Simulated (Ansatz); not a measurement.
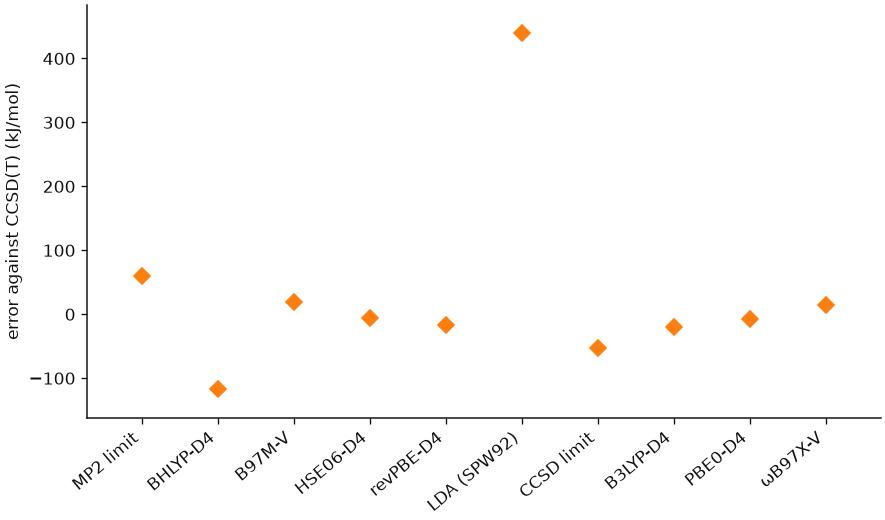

Error in the electronic atomisation energy (method less reference, so positive means overbinding) of CH₄OSSi, SMILES S[Si@@H]1CO1: functionals in def2-TZVPP against frozen-core CCSD(T) at the limit (MP2 extrapolated from triple and quadruple zeta, plus CCSD(T) less MP2 in a smaller set), which gives 2813.5 kJ/mol, at a PBE0-D4/def2-TZVP geometry (a minimum by its frequencies), no zero-point or spin-orbit term, the Ansatz code 0.2.0. The reference leaves out core correlation, a term that grows with the number of heavy atoms. Limit means the basis limit.

### What range do the values span?

From −117.5 kJ/mol (BHLYP-D4) to 439.6 kJ/mol (LDA (SPW92)).

### Give the values.

| level | kJ/mol |
| --- | --- |
| MP2 limit | 59.5 |
| BHLYP-D4 | −117.5 |
| B97M-V | 19.8 |
| HSE06-D4 | −5.4 |
| revPBE-D4 | −17.1 |
| LDA (SPW92) | 439.6 |
| CCSD limit | −53.1 |
| B3LYP-D4 | −19.9 |
| PBE0-D4 | −8.0 |
| ωB97X-V | 14.6 |
